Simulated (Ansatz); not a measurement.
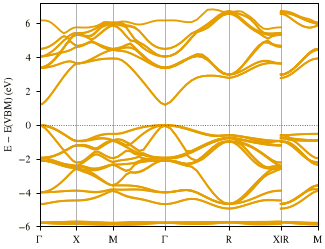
Figure: Band structure from plane-wave PAW PBEsol with spin–orbit coupling (Ansatz code)

### Question
Read off the gap and where the band edges lie.

### Answer
About 1.2 eV (1.19 eV by a search for the band edges); maximum at Γ, minimum at Γ.

The material is ZnCd₃S₄ in space group P-43m (No. 215; Zn on 1a, Cd on 3c, S on 4e).

The first step of the workflow began from a Materials Project structure, measured or hypothetical; the Crystallography Open Database copy checked does not list it. With Zn and Cd taken as one species the cell has the higher symmetry F-43m, so it may be an ordered model of a mixed-site phase. Whether it is the stable phase at ambient conditions was not checked. Symmetry was held in the PBEsol relaxation; of distortions, only those at the zone centre were tested.

Potentials: the later of the program's two PAW sets.
